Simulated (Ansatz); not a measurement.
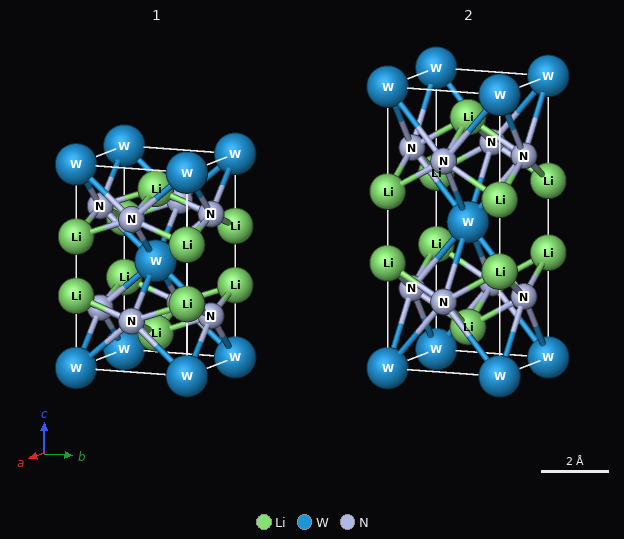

Two geometries of crystalline Li₂WN₂ (a generated structure, set up in I4/mmm) (coarse preliminary run), drawn at one scale. One is the start of a relaxation, the other its converged end. Style: ball-and-stick. Shown: the conventional cell (2 times the calculation's cell), slightly off an axis. Lengths and directions refer to the drawn axes.

Method: Ansatz 0.2.0, DFT PBE, scalar-relativistic, plane waves, PAW. Set-up: plane-wave cutoff 420 eV; k-point mesh 6 × 6 × 6; occupations gaussian; smearing width 0.1 eV; collinear spin; cell and atoms relaxed; force threshold 0.04 eV/Å; at most 70 steps.

Which one is relaxed?

Structure 1 is the relaxed one. The largest moves relative to the cell, 0.11 Å, are those of Li atoms. N and W stay in place. The drawn cell changes as follows: a = b 3.677 → 3.640 Å (−1.0 %), c 8.601 → 6.219 Å (−27.7 %); the volume changes by −29.2 %. Some distances before and after: Li–W 3.205 → 2.204 Å, N–W 2.829 → 2.394 Å, Li–Li 2.192 → 1.811 Å, Li–N 2.120 → 1.932 Å. Among the angles between lasting bonds that change: N–Li–N 120.3° → 140.7°, N–Li–N 75.7° → 83.5°. The space group stays I4/mmm (No. 139). The energy falls by 813 meV per atom in 9 accepted moves (10 points after the start). Largest force component: 1.7 eV/Å at the start, 0.0076 eV/Å at the end. Pressure: −23.17 GPa at the start and −0.29 GPa at the end. At 1 point the geometry stayed and the basis and grid were re-selected for the new cell (energy shift of 1.6 meV per atom at most each time).
